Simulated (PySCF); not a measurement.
## Run report: Ta⁺, atomic calculation

Ta⁺, configuration 1s2 2s2 2p6 3s2 3p6 3d10 4s2 4p6 4d10 4f14 5s2 5p6 5d4, multiplicity 5. Computed at this level: unrestricted HF, aug-cc-pVTZ-PP with ECP60, scalar-relativistic core potential (PySCF).

The program's output (extracts):
```
damping factor = 0
level_shift factor = 0
DIIS = <class 'pyscf.scf.diis.CDIIS'>
diis_start_cycle = 1
diis_space = 10
diis_damp = 0
SCF conv_tol = 1e-09
SCF conv_tol_grad = None
number electrons alpha = 8  beta = 4
cycle= 1 E= -56.4756262761299  delta_E= -0.0031  |g|= 0.0169  |ddm|= 0.0377
cycle= 2 E= -56.4757519506589  delta_E= -0.000126  |g|= 0.00414  |ddm|= 0.00959
cycle= 3 E= -56.4757939983667  delta_E= -4.2e-05  |g|= 0.0025  |ddm|= 0.0099
cycle= 4 E= -56.4757904897645  delta_E= 3.51e-06  |g|= 0.00246  |ddm|= 0.000841
cycle= 5 E= -56.4756961118875  delta_E= 9.44e-05  |g|= 0.000406  |ddm|= 0.0411
cycle= 6 E= -56.4756950079202  delta_E= 1.1e-06  |g|= 0.000113  |ddm|= 0.00521
cycle= 7 E= -56.4756950305471  delta_E= -2.26e-08  |g|= 1.23e-05  |ddm|= 0.000359
cycle= 8 E= -56.4756950307206  delta_E= -1.74e-10  |g|= 2.29e-06  |ddm|= 6.91e-05
converged SCF energy = -56.4756950307206  <S^2> = 6.0052227  2S+1 = 5.0020886
```

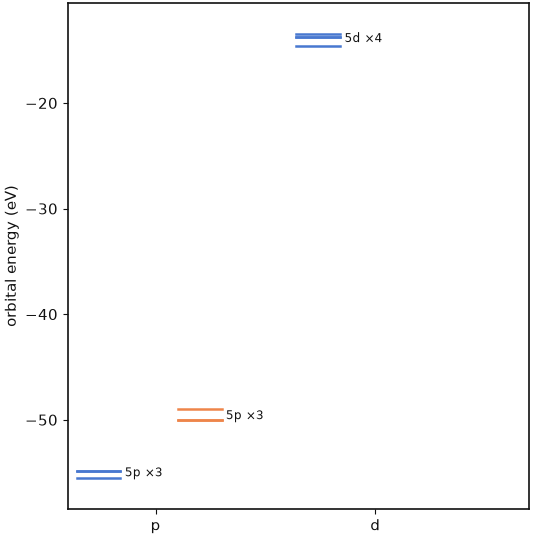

Figure 1. Orbital energies of the mean field, from the top down to −55.5 eV, by angular momentum, α spin at the left of each column and β at the right; ×n counts the orbitals under one label. The highest filled orbital is 5d α at −13.5 eV, the lowest empty one s α at −6.78 eV.

Input file:
```python
from pyscf import gto, scf, dft, mp, cc
mol = gto.M(atom="Ta 0 0 0", charge=1, spin=4, symmetry="D2h",
            basis="aug-cc-pVTZ-PP",
            ecp="aug-cc-pVTZ-PP")
mf = scf.UHF(mol)
mf.irrep_nelec = {'Ag': (2, 1), 'B1g': (1, 0), 'B2g': (1, 0), 'B3g': (1, 0), 'B1u': (1, 1), 'B2u': (1, 1), 'B3u': (1, 1)}
mf.kernel()
```

The script is an equivalent of what the driver set up; the driver started from orbitals of its own, so the log can be shorter than this script's would be, and it computed the properties (radii, ⟨L²⟩, response) afterwards. It held the occupations shell by shell, which the script's counts by irreducible representation don't always enforce.

Summary:

| quantity | value |
| --- | --- |
| outcome | converged |
| total energy (valence electrons, under a core potential) | −56.475695 hartree |
| ⟨S²⟩ | 6.005 |
| ⟨L²⟩ | 6.03 |
| SCF iterations | 8 |
| hardware | 1 CPU thread, shared host |
| CPU time | 2.2 s (integrals apart) |

Notes:

This is not the ground configuration of the species.
